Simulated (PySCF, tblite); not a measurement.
# C8H10Si: infrared bands, NMR shifts and electronic excitations in gas and solvents, part 2 of 2

tblite 0.8.0 and PySCF 2.14.0. Atoms count from 0.

### Step 6. TDDFT and polarisability: wB97X-D/def2-SVPD

What the job is given:

```
{"job": {"kind": "uv", "xc": "wB97X-D", "basis": "def2-SVPD", "ip": true, "dynamic": false}, "charge": 0, "multiplicity": 1}
C     -2.638785     0.835367     1.645194
C     -1.984403     0.504918     0.681460
C     -1.221570     0.073047    -0.486490
C     -1.594203    -1.366859    -0.878658
C      0.275217     0.208949    -0.298766
C      0.916473     0.417497     0.872019
Si     2.748704     0.437128     0.506504
C      2.472858     0.155540    -1.326377
C      1.139222     0.072492    -1.503037
H     -3.217676     1.138601     2.497597
H     -1.502518     0.736029    -1.327410
H     -1.034052    -1.687209    -1.769382
H     -1.354405    -2.054756    -0.055166
H     -2.668744    -1.443444    -1.096783
H      0.368619     0.537692     1.808595
H      3.427948     1.733198     0.816147
H      3.514598    -0.659278     1.177096
H      3.178342     0.076672    -2.156038
H      0.671407    -0.077477    -2.483979
```

Method: TDDFT wB97X-D/def2-SVPD, vertical, gas phase, core orbitals frozen in the response.

Standard output:

```text
coarse grid: 16512 points
cycle   1  E = -599.6942948740  dE =  1.323e+00  |g| = 3.925e-01  |ddm| = 1.169e+01
cycle   2  E = -599.7191460621  dE = -2.485e-02  |g| = 2.997e-01  |ddm| = 2.021e+00
cycle   3  E = -599.7399753091  dE = -2.083e-02  |g| = 7.986e-02  |ddm| = 9.135e-01
cycle   4  E = -599.7413911282  dE = -1.416e-03  |g| = 3.928e-02  |ddm| = 3.266e-01
cycle   5  E = -599.7417982673  dE = -4.071e-04  |g| = 9.254e-03  |ddm| = 1.585e-01
cycle   6  E = -599.7418191996  dE = -2.093e-05  |g| = 2.927e-03  |ddm| = 3.007e-02
cycle   7  E = -599.7418219555  dE = -2.756e-06  |g| = 9.989e-04  |ddm| = 1.185e-02
final grid: 155312 points
cycle   8  E = -599.8368022446  dE = -1.045e-04  |g| = 3.328e-03  |ddm| = 4.181e-01
cycle   9  E = -599.8368045172  dE = -2.273e-06  |g| = 2.033e-03  |ddm| = 3.022e-02
cycle  10  E = -599.8368054484  dE = -9.312e-07  |g| = 6.937e-04  |ddm| = 7.664e-03
cycle  11  E = -599.8368055635  dE = -1.150e-07  |g| = 3.063e-04  |ddm| = 2.832e-03
cycle  12  E = -599.8368055871  dE = -2.366e-08  |g| = 4.725e-05  |ddm| = 8.785e-04
cycle  13  E = -599.8368055880  dE = -8.845e-10  |g| = 2.684e-05  |ddm| = 2.416e-04
converged SCF energy = -599.8368055880

Static polarisability (au): isotropic 115.993, principal 84.902 120.758 142.321

Singlet excitations
state   eV       nm        f      main configurations
  1   4.5224    274.2   0.04541   H->L 0.97
  2   5.9100    209.8   0.00008   H-4->L 0.86, H-5->L 0.10
  3   6.1070    203.0   0.00376   H-5->L 0.46, H-2->L 0.40
  4   6.3890    194.1   0.07655   H-1->L 0.65, H-3->L 0.14
  5   6.5281    189.9   0.01241   H-2->L 0.22, H-3->L 0.16, H-5->L 0.15
  6   6.6805    185.6   0.00121   H->L+1 0.40, H-5->L 0.13, H-2->L 0.11
  7   6.7056    184.9   0.00651   H->L+1 0.28, H-1->L+4 0.20, H-2->L 0.10
  8   6.7576    183.5   0.01258   H-3->L 0.33, H-1->L 0.14, H->L+6 0.11
  9   6.8590    180.8   0.01103   H->L+2 0.84
 10   6.9174    179.2   0.01146   H-2->L+4 0.22, H-2->L+3 0.09, H-1->L+3 0.08

Triplet excitations (Tamm-Dancoff, eV): 2.8475 4.7265 5.4598 5.5017
Vertical ionisation energy (delta-SCF) = 8.5704 eV
```

Run time: 9.8 min. Hardware: 1 thread of Arm Neoverse N1, shared host; peak memory 1.3 GiB.

Frontier orbitals and where they lie:

| orbital | eV | atoms |
| --- | --- | --- |
| HOMO−3 | -10.64 | Si6 19 %, C8 16 %, H16 14 % |
| HOMO−2 | -9.80 | C0 40 %, C1 38 %, C2 6 % |
| HOMO−1 | -9.73 | C0 40 %, C1 37 %, C2 7 % |
| HOMO | -8.59 | C5 28 %, C7 23 %, C4 19 % |
| LUMO | 0.25 | C7 20 %, C8 19 %, C5 17 % |
| LUMO+1 | 2.09 | Si6 15 %, C3 9 %, C0 9 % |
| LUMO+2 | 2.42 | Si6 38 %, C7 15 %, H15 12 % |

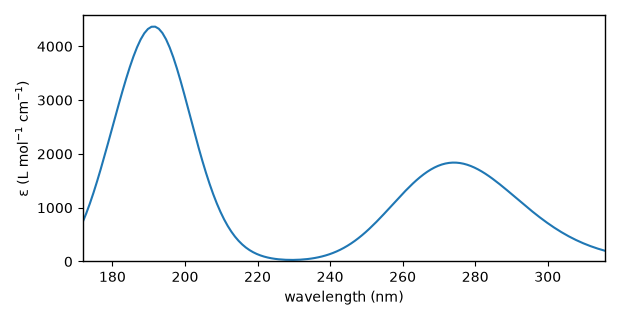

Absorption spectrum: each of the 10 states is a Gaussian band of 0.4 eV half-width at 1/e. Beyond the last state computed it falls off for lack of states.

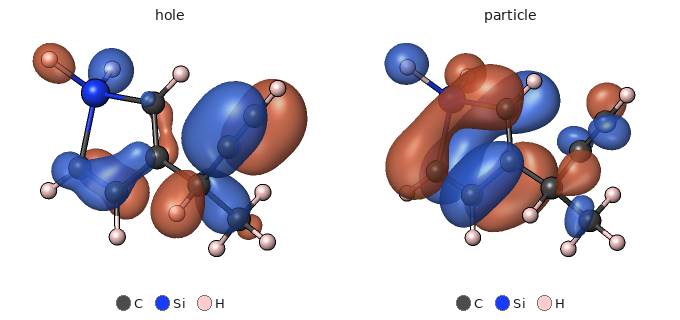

Leading natural transition orbitals of singlet state 4: the electron leaves the hole (left) for the particle orbital (right).

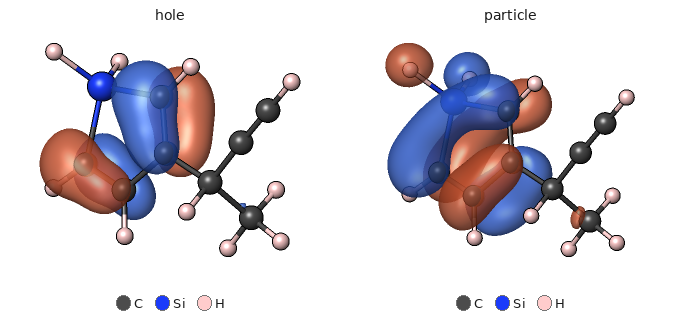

Leading natural transition orbitals of singlet state 1: the electron leaves the hole (left) for the particle orbital (right).

Ground-state properties from the same run:

| property | computed |
| --- | --- |
| dipole moment (D) | 1.04 |
| polarisability (Å³) | 17.19 |
| HOMO–LUMO gap (eV) | 8.84 |
| −ε(HOMO) (eV) | 8.59 |

### Step 7. Nuclear shieldings: wB97X-D/pcSseg-1

Settings changed since step 6:

```diff
@@ -1,2 +1,2 @@
-{"job": {"kind": "uv", "xc": "wB97X-D", "basis": "def2-SVPD", "ip": true, "dynamic": false}, "charge": 0, "multiplicity": 1}
+{"job": {"kind": "nmr", "xc": "wB97X-D", "basis": "pcSseg-1", "pop": false}, "charge": 0, "multiplicity": 1}
 C     -2.638785     0.835367     1.645194
```

With the program's defaults for keys left out, this is: GIAO wB97X-D/pcSseg-1 NMR shielding, non-relativistic, gas phase.

Standard output:

```text
coarse grid: 16512 points
cycle   1  E = -599.9768098033  dE =  1.400e+00  |g| = 4.020e-01  |ddm| = 4.173e+00
cycle   2  E = -600.0022308325  dE = -2.542e-02  |g| = 3.067e-01  |ddm| = 7.927e-01
cycle   3  E = -600.0231422880  dE = -2.091e-02  |g| = 8.046e-02  |ddm| = 3.223e-01
cycle   4  E = -600.0245256592  dE = -1.383e-03  |g| = 4.073e-02  |ddm| = 1.147e-01
cycle   5  E = -600.0249468312  dE = -4.212e-04  |g| = 9.155e-03  |ddm| = 4.630e-02
cycle   6  E = -600.0249663730  dE = -1.954e-05  |g| = 3.031e-03  |ddm| = 1.059e-02
cycle   7  E = -600.0249691675  dE = -2.795e-06  |g| = 9.697e-04  |ddm| = 4.160e-03
final grid: 155312 points
cycle   8  E = -600.0901888189  dE = -1.842e-04  |g| = 3.892e-03  |ddm| = 7.872e-02
cycle   9  E = -600.0901918686  dE = -3.050e-06  |g| = 2.247e-03  |ddm| = 1.012e-02
cycle  10  E = -600.0901928908  dE = -1.022e-06  |g| = 8.234e-04  |ddm| = 2.782e-03
cycle  11  E = -600.0901930579  dE = -1.671e-07  |g| = 3.482e-04  |ddm| = 1.303e-03
cycle  12  E = -600.0901930869  dE = -2.906e-08  |g| = 6.076e-05  |ddm| = 3.805e-04
cycle  13  E = -600.0901930882  dE = -1.249e-09  |g| = 2.188e-05  |ddm| = 1.182e-04
cycle  14  E = -600.0901930883  dE = -1.523e-10  |g| = 1.518e-05  |ddm| = 4.811e-05
converged SCF energy = -600.0901930883

GIAO shielding tensors (ppm)
atom      isotropic    diamagn.    paramagn.     s11        s22        s33       span
  0 C      105.219     260.073    -154.854     31.927     39.699    244.030    212.103
  1 C       95.628     261.825    -166.196     -9.175     -1.757    297.818    306.993
  2 C      151.255     243.430     -92.174    140.189    147.446    166.132     25.943
  3 C      160.934     245.469     -84.534    149.022    151.921    181.860     32.839
  4 C       12.391     262.794    -250.404   -116.087     26.352    126.907    242.994
  5 C       58.390     255.220    -196.830    -48.175     51.016    172.328    220.503
  6 Si     390.015     880.988    -490.973    310.020    402.088    457.938    147.918
  7 C       47.679     262.872    -215.193    -69.987     42.612    170.413    240.401
  8 C       24.933     253.311    -228.377    -99.442     42.537    131.704    231.146
  9 H       29.133      33.495      -4.362     23.890     24.505     39.004     15.114
 10 H       28.309      29.211      -0.902     24.200     27.588     33.139      8.939
 11 H       30.051      29.893       0.157     25.028     29.232     35.892     10.864
 12 H       30.333      29.446       0.887     27.124     28.880     34.996      7.871
 13 H       29.928      27.661       2.266     25.807     27.642     36.333     10.527
 14 H       24.871      33.279      -8.408     22.322     23.263     29.028      6.705
 15 H       26.723      27.945      -1.222     23.613     24.525     32.031      8.418
 16 H       26.730      28.133      -1.403     23.789     24.506     31.897      8.108
 17 H       24.947      29.267      -4.320     23.677     24.666     26.499      2.822
 18 H       24.402      31.865      -7.463     21.641     22.818     28.748      7.108
```

Wall time 92 s (1 thread of Arm Neoverse N1, shared host); peak memory 1 GiB.

In short: δ C4 172.1, C8 159.6, C7 136.9, C5 126.1, H18 6.98, H14 6.51 ppm.

### Step 8. Nuclear shieldings: PBE0/pcSseg-1 in acetone

Settings changed since step 7:

```diff
@@ -1,2 +1,2 @@
-{"job": {"kind": "nmr", "xc": "wB97X-D", "basis": "pcSseg-1", "pop": false}, "charge": 0, "multiplicity": 1}
+{"job": {"kind": "nmr", "xc": "PBE0", "basis": "pcSseg-1", "solvent": "acetone", "pop": true}, "charge": 0, "multiplicity": 1}
 C     -2.638785     0.835367     1.645194
```

Method: GIAO PBE0/pcSseg-1 NMR shielding, non-relativistic, IEF-PCM acetone.

Standard output:

```text
coarse grid: 16512 points
cycle   1  E = -599.5914832609  dE =  1.097e+00  |g| = 4.761e-01  |ddm| = 4.200e+00
cycle   2  E = -599.5882533334  dE =  3.230e-03  |g| = 4.941e-01  |ddm| = 9.522e-01
cycle   3  E = -599.6490984049  dE = -6.085e-02  |g| = 9.592e-02  |ddm| = 4.741e-01
cycle   4  E = -599.6510196673  dE = -1.921e-03  |g| = 4.234e-02  |ddm| = 1.161e-01
cycle   5  E = -599.6514616935  dE = -4.420e-04  |g| = 1.241e-02  |ddm| = 4.519e-02
cycle   6  E = -599.6514952060  dE = -3.351e-05  |g| = 4.586e-03  |ddm| = 1.255e-02
cycle   7  E = -599.6515000558  dE = -4.850e-06  |g| = 1.209e-03  |ddm| = 3.890e-03
final grid: 155312 points
cycle   8  E = -599.7084156990  dE = -4.243e-05  |g| = 7.429e-03  |ddm| = 6.193e-02
cycle   9  E = -599.7084118412  dE =  3.858e-06  |g| = 8.392e-03  |ddm| = 1.640e-02
cycle  10  E = -599.7084307018  dE = -1.886e-05  |g| = 1.321e-03  |ddm| = 8.814e-03
cycle  11  E = -599.7084311164  dE = -4.146e-07  |g| = 3.092e-04  |ddm| = 1.337e-03
cycle  12  E = -599.7084311385  dE = -2.217e-08  |g| = 7.810e-05  |ddm| = 3.038e-04
cycle  13  E = -599.7084311400  dE = -1.468e-09  |g| = 2.303e-05  |ddm| = 1.046e-04
cycle  14  E = -599.7084311401  dE = -8.936e-11  |g| = 1.385e-05  |ddm| = 2.918e-05
converged SCF energy = -599.7084311401

GIAO shielding tensors (ppm)
atom      isotropic    diamagn.    paramagn.     s11        s22        s33       span
  0 C      105.297     258.450    -153.153     31.810     40.167    243.912    212.102
  1 C       94.004     261.701    -167.698    -10.699     -3.538    296.247    306.946
  2 C      150.433     242.930     -92.498    139.149    146.431    165.718     26.569
  3 C      161.732     246.032     -84.300    149.916    151.959    183.322     33.406
  4 C       11.117     262.861    -251.744   -114.719     21.695    126.375    241.094
  5 C       60.466     254.289    -193.822    -42.051     51.942    171.508    213.559
  6 Si     389.885     881.163    -491.278    310.203    402.365    457.086    146.882
  7 C       47.990     262.596    -214.606    -65.865     40.211    169.623    235.488
  8 C       23.858     252.108    -228.249    -97.795     36.772    132.598    230.393
  9 H       28.612      33.355      -4.743     23.237     23.859     38.740     15.503
 10 H       27.741      28.775      -1.033     23.571     26.923     32.730      9.159
 11 H       29.689      29.504       0.185     24.574     28.794     35.699     11.125
 12 H       30.299      29.306       0.994     27.051     28.830     35.016      7.964
 13 H       29.709      27.533       2.176     25.547     27.354     36.226     10.678
 14 H       24.780      32.892      -8.112     22.303     23.154     28.883      6.580
 15 H       26.559      27.797      -1.238     23.431     24.368     31.877      8.447
 16 H       26.555      27.942      -1.387     23.592     24.339     31.734      8.142
 17 H       24.593      29.168      -4.575     23.607     24.173     25.998      2.391
 18 H       23.953      31.521      -7.568     21.406     22.161     28.293      6.887
```

Wall time 76 s (1 thread of Arm Neoverse N1, shared host); peak memory 1.1 GiB.

Key values: δ C4 174.3, C8 161.6, C7 137.4, C5 125.0, H18 7.29, H17 6.65 ppm.

### Step 9. Ultraviolet spectrum: wB97X-D/def2-SVPD in acetone

Settings changed since step 8:

```diff
@@ -1,2 +1,2 @@
-{"job": {"kind": "nmr", "xc": "PBE0", "basis": "pcSseg-1", "solvent": "acetone", "pop": true}, "charge": 0, "multiplicity": 1}
+{"job": {"kind": "uv", "xc": "wB97X-D", "basis": "def2-SVPD", "solvent": "acetone", "nstates": 6, "ntriplets": 0}, "charge": 0, "multiplicity": 1}
 C     -2.638785     0.835367     1.645194
```

With the program's defaults for keys left out, this is: TDDFT wB97X-D/def2-SVPD, vertical, IEF-PCM acetone (non-equilibrium linear response), core orbitals frozen in the response.

Standard output:

```text
coarse grid: 16512 points
cycle   1  E = -599.7031253484  dE =  1.315e+00  |g| = 3.818e-01  |ddm| = 1.171e+01
cycle   2  E = -599.7289478009  dE = -2.582e-02  |g| = 2.770e-01  |ddm| = 1.936e+00
cycle   3  E = -599.7468337279  dE = -1.789e-02  |g| = 6.960e-02  |ddm| = 8.258e-01
cycle   4  E = -599.7479914400  dE = -1.158e-03  |g| = 3.215e-02  |ddm| = 3.064e-01
cycle   5  E = -599.7482720779  dE = -2.806e-04  |g| = 6.903e-03  |ddm| = 1.462e-01
cycle   6  E = -599.7482848431  dE = -1.277e-05  |g| = 2.464e-03  |ddm| = 2.699e-02
cycle   7  E = -599.7482870149  dE = -2.172e-06  |g| = 8.611e-04  |ddm| = 1.236e-02
final grid: 155312 points
cycle   8  E = -599.8431867016  dE = -1.051e-04  |g| = 3.305e-03  |ddm| = 4.167e-01
cycle   9  E = -599.8431891022  dE = -2.401e-06  |g| = 1.911e-03  |ddm| = 3.029e-02
cycle  10  E = -599.8431899522  dE = -8.499e-07  |g| = 5.954e-04  |ddm| = 7.481e-03
cycle  11  E = -599.8431900454  dE = -9.319e-08  |g| = 2.537e-04  |ddm| = 2.658e-03
cycle  12  E = -599.8431900617  dE = -1.630e-08  |g| = 4.655e-05  |ddm| = 8.051e-04
cycle  13  E = -599.8431900627  dE = -1.039e-09  |g| = 2.256e-05  |ddm| = 2.649e-04
cycle  14  E = -599.8431900629  dE = -1.855e-10  |g| = 1.042e-05  |ddm| = 9.546e-05
converged SCF energy = -599.8431900629

Static polarisability (au): isotropic 158.109, principal 120.005 170.672 183.649

Singlet excitations
state   eV       nm        f      main configurations
  1   4.4928    276.0   0.05917   H->L 0.98
  2   5.8697    211.2   0.00017   H-4->L 0.93
  3   6.0876    203.7   0.00501   H-5->L 0.51, H-2->L 0.33
  4   6.4084    193.5   0.15158   H-1->L 0.59, H-3->L 0.26
  5   6.5855    188.3   0.00740   H-2->L 0.29, H-3->L 0.13, H-5->L 0.12
  6   6.6616    186.1   0.00250   H->L+1 0.75, H->L+7 0.10
```

It took 2.1 min on 1 thread of Arm Neoverse N1, shared host; peak memory 1.4 GiB.

Key values: HOMO -8.62 eV, LUMO 0.25 eV; lowest singlet 4.49 eV.

### Step 10. Run by run: NMR shifts

Shifts (ppm) of some atoms, chosen among heavy atoms and hydrogens apart, with basis size and wall time:

| run | C4 | C8 | C1 | C0 | C2 | H10 | H9 | functions | time |
| --- | --- | --- | --- | --- | --- | --- | --- | --- | --- |
| PBE0/pcSseg-1 | 171.1 | 158.8 | 88.8 | 78.6 | 34.4 | 3.25 | 2.21 | 210 | 90 s |
| wB97X-D/pcSseg-1 | 172.1 | 159.6 | 88.9 | 79.3 | 33.3 | 3.07 | 2.25 | 210 | 92 s |
| PBE0/pcSseg-1 in acetone | 174.3 | 161.6 | 91.4 | 80.1 | 35.0 | 3.50 | 2.63 | 210 | 76 s |

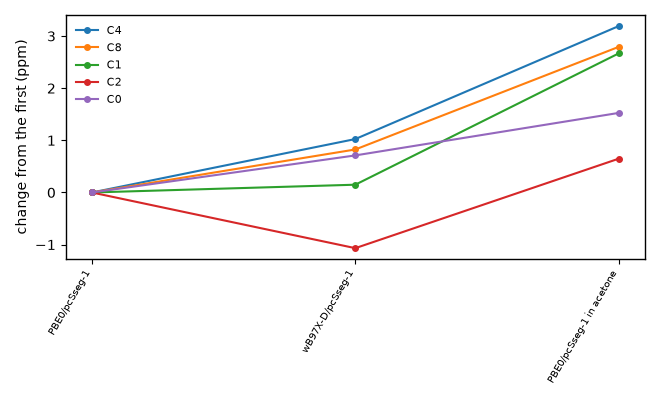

How five of the tabulated atoms move from run to run.

### Step 11. Comparing the runs: electronic excitations

Excitations and ground-state properties, with basis size and wall time:

| run | lowest singlet (eV) | brightest (eV) | f | gap (eV) | α (Å³) | μ (D) | functions | time |
| --- | --- | --- | --- | --- | --- | --- | --- | --- |
| wB97X-D/def2-SVPD | 4.52 | 6.39 | 0.077 | 8.84 | 17.19 | 1.04 | 264 | 9.8 min |
| wB97X-D/def2-SVPD in acetone | 4.49 | 6.41 | 0.152 | 8.87 | 23.43 | 1.59 | 264 | 2.1 min |

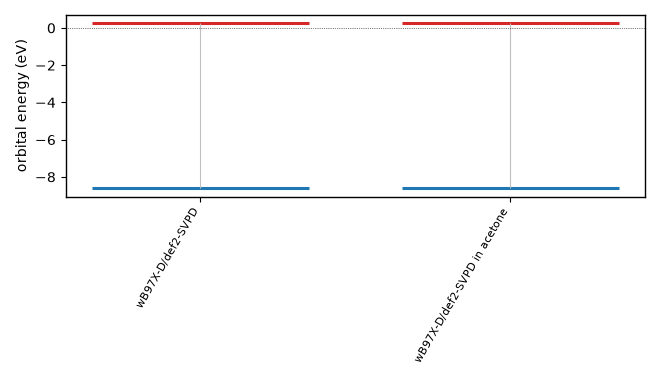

HOMO (blue) and LUMO (red) run by run.

### Step 12. Summary of results

What follows sums up all 2 parts.

| quantity | value |
| --- | --- |
| strongest single infrared mode (GFN2-xTB) | 2245 cm⁻¹, 402 km/mol |
| zero-point energy (GFN2-xTB) | 90.1 kcal/mol |
| point group | C1 |
| rotational constants (main isotopes) | 2.68, 0.89, 0.72 GHz |
| ¹³C shifts against TMS (PBE0/pcSseg-1) | 171.1, 158.8, 136.3, 125.8, 88.8, 78.6, 34.4, 23.1 ppm |
| ¹H shifts against TMS (PBE0/pcSseg-1, means over atoms taken as alike) | 7.03, 6.54, 6.45, 4.72, 4.71, 3.25, 2.21, 1.28 ppm |
| ²⁹Si shifts against TMS (PBE0/pcSseg-1) | -37.9 ppm |
| surface potential, least and greatest | -0.85 V and 1.24 V |
| lowest singlet (wB97X-D/def2-SVPD) | 4.52 eV (274 nm), f = 0.045 |
| brightest single state of those computed | state 4, 6.39 eV, f = 0.077 |
| lowest triplet | 2.85 eV |
| vertical ionisation energy (ΔSCF) | 8.57 eV |
| range of the shift of C4 | 171.1 to 174.3 ppm |
| range of the lowest singlet | 4.49 to 4.52 eV |

**Reading.** The optimisation took 102 steps and gained 0.599 eV; among the close pairs (by a distance rule), Si6–C7 changed most, from 1.835 to 1.888 Å (GFN2-xTB). All 51 modes are real, so the xTB geometry is a minimum. The strongest single mode, at 2245 cm⁻¹, moves mainly H16. GFN2-xTB is a fitted tight-binding method: band positions and strengths are rough. Its intensities can rank the bands wrongly. The optimisation took 7 steps and gained 0.300 eV; among the close pairs (by a distance rule), C4–C8 changed most, from 1.440 to 1.488 Å (PBE0/def2-SVP). At PBE0/pcSseg-1: The largest span, 304 ppm, is at C1, where the paramagnetic term is -165 ppm. At PBE0/pcSseg-1, counted by nearest atom on the grid, the HOMO lies on C5 31 %; C7 25 %, the LUMO on C5, C7 about 19 % each; C4, C8 about 15 % each. The first singlet state (HOMO→LUMO 0.97) lies at 4.52 eV and is weak; of the 10 states computed, the strongest absorption comes from state 4 at 6.39 eV. The lowest triplet lies 1.67 eV below the lowest singlet (triplets in Tamm-Dancoff, singlets in full TDDFT). ΔSCF puts the ionisation energy at 8.57 eV, 0.02 eV below −ε(HOMO). In ppm, C4 moves most: its shift spreads over 3.2 ppm, from 171.1 (PBE0/pcSseg-1) to 174.3 (PBE0/pcSseg-1 in acetone). Part of that comes from the computed reference. The lowest singlet runs from 4.49 eV (wB97X-D/def2-SVPD in acetone) to 4.52 eV (wB97X-D/def2-SVPD), while the orbital gap spans 8.84 to 8.87 eV. The lowest state need not be the same one in every run. The runs solved for a few states only, so the brightest column depends on that window.
